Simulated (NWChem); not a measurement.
# GaHOF (SMILES [OH][Ga][F]): levels of theory compared

We compute a comparison of 4 runs (UHF/3-21G, UB3LYP/6-31G*, UB3LYP/def2-TZVP) of GaHOF. 

The calculation is run with NWChem 7.3.0.

1 further run of the same task is left out (it didn't finish).

## 1. The molecule

The species is GaHOF (4 atoms), meant as a doublet with charge 0. As SMILES, `[OH][Ga][F]`. Geometry: relaxed at PBE0-D4/def2-TZVP.

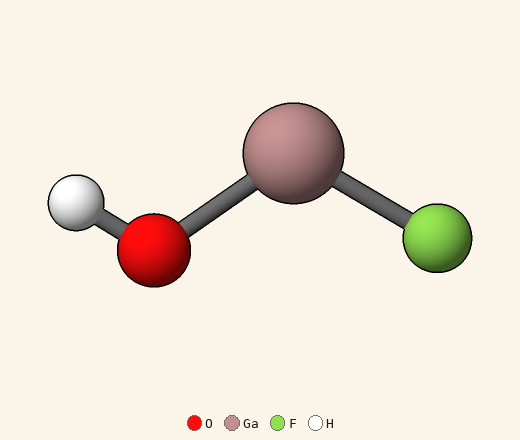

The structure, seen from a chosen angle (oxygen red, gallium pink, fluorine green, hydrogen white).

## 2. Energy and gradient at UHF/3-21G (run 1)

The input, fgaho.nw:

```
start fgaho
title "FGaHO hf"
memory 2200 mb
charge 0

geometry noautosym nocenter noautoz
  O       -0.928500       0.061200      -0.333300
  Ga       0.802400       0.214300       0.117400
  F        1.450100      -1.148000       1.023000
  H       -1.268400       0.812300      -0.827400
end

basis spherical bse
  O library 3-21G
  Ga library 3-21G
  F library 3-21G
  H library 3-21G
end

scf
  doublet
  uhf
  thresh 1e-08
  maxiter 80
end

task scf gradient
```

Run with:

```
$ nwchem fgaho.nw > fgaho.out
```

The program printed:

```text
[...]
  functions       =    42
[...]
  wavefunction    = UHF
[...]
         Total SCF energy =  -2087.832553458934
      One electron energy =  -3281.683389556044
      Two electron energy =   1011.481955372218
 Nuclear repulsion energy =    182.368880724892
                       Sz =      0.5000
                 Sz(Sz+1) =      0.7500
                      S^2 =      0.7574
[...]
                         UHF ENERGY GRADIENTS
    atom               coordinates                        gradient
                 x          y          z           x          y          z
   1 O      -1.754611   0.115651  -0.629846   -0.037563  -0.004469  -0.009185
   2 Ga      1.516316   0.404968   0.221854    0.015266   0.034688  -0.013331
   3 F       2.740292  -2.169405   1.933190    0.013769  -0.028773   0.019154
   4 H      -2.396928   1.535024  -1.563559    0.008527  -0.001445   0.003362
[...]
```

It took 2.1 s on 1 thread of AMD EPYC 9R45 (Zen 5), shared host; peak memory 0.099 GiB.

## 3. Energy and forces at UB3LYP/6-31G(d) (spherical functions) (run 2)

The input, a.xyz:

```xyz
4
FGaHO
O     -0.928500     0.061200    -0.333300
Ga     0.802400     0.214300     0.117400
F      1.450100    -1.148000     1.023000
H     -1.268400     0.812300    -0.827400
```

The input, run.py:

```python
from ase.io import read
from ase.calculators.nwchem import NWChem

mol = read('a.xyz')

calc = NWChem(
    label='a',
    theory='dft',
    memory='2200 mb',
    basis='6-31G*',
    basispar='spherical bse',
    dft={'xc': 'b3lyp', 'mult': '2', 'grid': 'xfine', 'convergence': 'energy 1e-08', 'iterations': '100', 'mulliken': None},
)
mol.calc = calc

forces = mol.get_forces()
e = mol.get_potential_energy()
print(f"E = {e:.6f} eV")
print("forces (eV/A):")
for s, f in zip(mol.symbols, forces):
    print(f"{s:2s} {f[0]:10.5f} {f[1]:10.5f} {f[2]:10.5f}")
```

Run with:

```
$ export ASE_NWCHEM_COMMAND="nwchem PREFIX.nwi > PREFIX.nwo"
$ python run.py
```

The program printed:

```text
E = -57152.403395 eV
forces (eV/A):
O    -0.43426   -0.50676    0.13010
Ga    0.45853    0.24343    0.01404
F     0.07945   -0.16028    0.10752
H    -0.10377    0.42361   -0.25171
```

The calculator wrote a.nwi:

```
title "a"

permanent_dir a

scratch_dir a

start a

geometry units angstrom nocenter noautosym noautoz
  O  -9.2849999999999999e-01 6.1199999999999997e-02 -3.3329999999999999e-01
  Ga 8.0240000000000000e-01 2.1429999999999999e-01 1.1740000000000000e-01
  F  1.4500999999999999e+00 -1.1479999999999999e+00 1.0229999999999999e+00
  H  -1.2684000000000000e+00 8.1230000000000002e-01 -8.2740000000000002e-01
end

memory 2200 mb

basis spherical bse noprint
   * library 6-31G*
end

dft
  xc b3lyp
  mult 2
  grid xfine
  convergence energy 1e-08
  iterations 100
  mulliken
end

task dft gradient
```

a.nwo:

```text
Northwest Computational Chemistry Package (NWChem) 7.3.0
             --------------------------------------------------------

           Job information
           ---------------

    nwchem branch   = 7.3.0
    use scalapack   = T
    input           = a.nwi
    prefix          = a.
    data base       = a/a.db
    status          = startup
    nproc           =        1

           Memory information
           ------------------

    heap     =     72089596 doubles =      550.0 Mbytes
    stack    =     72089601 doubles =      550.0 Mbytes
    global   =    144179200 doubles =     1100.0 Mbytes (distinct from heap & stack)
    total    =    288358397 doubles =     2200.0 Mbytes
    verify   = yes
    hardfail = no

[... 109 lines left out ...]
          Convergence on energy requested:  1.00D-08
[... 27 lines left out ...]
          Convergence Information
[... 30 lines left out ...]
 1-e energy   =   -3290.104044
[... 66 lines left out ...]
      One electron energy =    -3290.667417109503
[... 8 lines left out ...]
                    DFT Final Alpha Molecular Orbital Analysis
[... 994 lines left out ...]
          Convergence on gradient requested:  5.00D-04
[... 28 lines left out ...]
          total energy or number of iterations.
[... 26 lines left out ...]
                         DFT ENERGY GRADIENTS

    atom               coordinates                        gradient
                 x          y          z           x          y          z
   1 O      -1.754611   0.115651  -0.629846    0.008445   0.009855  -0.002530
   2 Ga      1.516316   0.404968   0.221854   -0.008917  -0.004734  -0.000273
   3 F       2.740292  -2.169405   1.933190   -0.001545   0.003117  -0.002091
   4 H      -2.396928   1.535024  -1.563559    0.002018  -0.008238   0.004895

                 ----------------------------------------
                 |  Time  |  1-e(secs)   |  2-e(secs)   |
                 ----------------------------------------
                 |  CPU   |       0.00   |       2.69   |
                 ----------------------------------------
                 |  WALL  |       0.00   |       2.69   |
                 ----------------------------------------

 Task  times  cpu:       13.6s     wall:       13.6s
 Total times  cpu:       13.6s     wall:       13.6s
```

Run time: 14 s. Hardware: 1 thread of AMD EPYC 9R45 (Zen 5), shared host; peak memory 0.12 GiB.

Run 3 isn't shown in full; the table further down has it.

## 4. Energy and forces at UB3LYP/def2-TZVP (run 4)

The input, struct.nw:

```
start struct
title "FGaHO"
memory stack 880 mb heap 220 mb global 1100 mb
charge 0

geometry units angstroms noautosym nocenter noautoz
O    -0.928500    0.061200   -0.333300
Ga    0.802400    0.214300    0.117400
F     1.450100   -1.148000    1.023000
H    -1.268400    0.812300   -0.827400
end

basis "ao basis" spherical bse
* library def2-TZVP
end

dft
xc b3lyp
mult 2
grid fine
convergence energy 1e-08
iterations 100
mulliken
end

task dft gradient
```

Run with:

```
$ nwchem struct.nw > struct.out
```

The program printed:

```text
[...]
          Wavefunction type:  spin polarized.
          No. of atoms     :     4
          No. of electrons :    49
[...]
          Charge           :     0
          Spin multiplicity:     2
[...]
          AO basis - number of functions:   116
[...]
              XC Information
              --------------
                         B3LYP Method XC Potential
                     Hartree-Fock (Exact) Exchange  0.200
                        Slater Exchange Functional  0.800 local
                    Becke 1988 Exchange Functional  0.720 non-local
              Lee-Yang-Parr Correlation Functional  0.810
                  VWN I RPA Correlation Functional  0.190 local
[...]
 d= 0,ls=0.0,diis     1  -2100.5509623868 -2.28D+03  6.91D-03  3.52D-01     2.6
[...]
 d= 0,ls=0.0,diis    12  -2100.6927037120 -2.76D-09  9.91D-08  8.35D-10    22.7
[...]
         Total DFT energy =    -2100.692703711972
      One electron energy =    -3291.769112125901
           Coulomb energy =     1103.314823241465
    Exchange-Corr. energy =      -94.607295552427
 Nuclear repulsion energy =      182.368880724892
[...]
      Total Density - Mulliken Population Analysis
     ---------------------------------------------
    Atom       Charge   Shell Charges
 -----------   ------   -------------------------------------------------------
    1 O    8     8.49   0.79  1.18  0.60  0.92  0.29  1.89  1.85  0.96  0.00  0.01  0.00
    2 Ga  31    30.46   2.00  2.00  1.18  0.78  0.87  0.48  5.98  4.47  1.53  0.70  0.19  8.81  1.13  0.13  0.14  0.07
    3 F    9     9.36   0.77  1.20  0.62  0.97  0.36  2.28  2.08  1.08  0.00  0.00  0.00
    4 H    1     0.69   0.26  0.34  0.04  0.05
[...]
      <S2> =      0.7528 (Exact =     0.7500)
[...]
  wavefunction    = open shell
                         DFT ENERGY GRADIENTS
    atom               coordinates                        gradient
                 x          y          z           x          y          z
   1 O      -1.754611   0.115651  -0.629846    0.005153   0.002438   0.000313
   2 Ga      1.516316   0.404968   0.221854   -0.004475  -0.005293   0.001377
   3 F       2.740292  -2.169405   1.933190   -0.002461   0.005062  -0.003382
   4 H      -2.396928   1.535024  -1.563559    0.001783  -0.002207   0.001692
[...]
```

Run time: 34 s. Hardware: 1 thread of AMD EPYC 9R45 (Zen 5), shared host; peak memory 0.13 GiB.

## 5. The series

| run | level | iteration cap | module | energy (Eh) | dipole moment (D) | HOMO energy (eV) | LUMO energy (eV) | wall time |
| --- | --- | --- | --- | --- | --- | --- | --- | --- |
| 1 | UHF/3-21G | 80 | scf | -2087.832553 | 4.19 | -9.35 | 0.00 | 2.1 s |
| 2 | UB3LYP/6-31G* (spherical functions) | 100 | dft | -2100.312103 | 3.22 | -6.65 | -4.05 | 14 s |
| 3 | UB3LYP/6-31G* (Cartesian functions) | 100 | dft | -2100.320557 | 3.21 | – | – | 16 s |
| 4 | UB3LYP/def2-TZVP | 100 | dft | -2100.692704 | 3.41 | -6.80 | -4.16 | 34 s |

## 6. Outcome

| quantity | value |
| --- | --- |
| run 4: total energy | -2100.69270 Eh |
| run 4: dipole moment | 3.41 D |
| run 4: HOMO energy (highest over α and β) | -6.80 eV |
| run 4: LUMO energy (lowest over α and β) | -4.16 eV |
| run 4: ⟨S²⟩ | 0.753 |
| run 4: largest force on an atom | 0.363 eV/Å |

What this shows: The dipole moment (its size) runs from 3.21 D (UB3LYP/6-31G*) to 4.19 D (UHF/3-21G). The two ends differ in method and basis. All runs together took 66 s, the longest 34 s.
